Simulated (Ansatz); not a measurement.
Partial pair distribution functions of a relaxed model of amorphous Al₂₈O₄₃K₂, broadened by 0.06 Å; density 3.04 g/cm³. All values below come from PBE, scalar-relativistic without spin-orbit coupling (plane waves to 420 eV, PAW; Ansatz, a quantum-chemistry and plane-wave program).

A CHGNet melt-quench gave the starting glass, which DFT then relaxed. O atoms were pushed apart under 1.9 Å during the dynamics, to hinder bonds among them. The hot cell started wider than the set density and was brought back towards it in steps. It is the lowest in DFT energy of 2 quenches. It is a model cell: composition and starting density were chosen by hand, and all elements were melted together. No dispersion term was used. Its density started from a set value of 3.04 and ended at 3.04 g/cm³. The simulated quench (nominally 340 K/ps over its main leg) is rapid and tends to freeze in more defects than a deposited or slowly cooled glass has. A cell of this size samples the disorder only roughly. The volume was held where the preparation left it and the shape relaxed, at a PBE pressure of 2.3 GPa. Stress components on the final sampling reach 2.3 GPa.

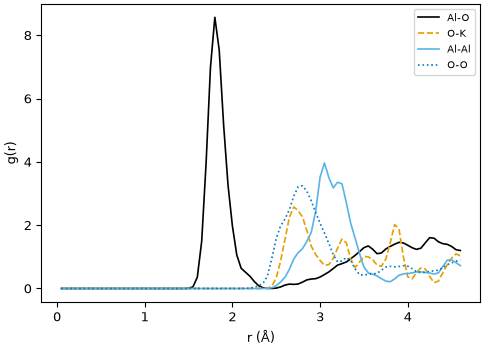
*Partial pair distribution functions*

Highest peaks under 4.5 Å: Al-O near 1.80 Å, O-K near 2.70 Å, Al-Al near 3.05 Å, O-O near 2.80 Å; pairs of few atoms are noisy.

Within 2.36 Å each Al has 4.68 O neighbours on average.
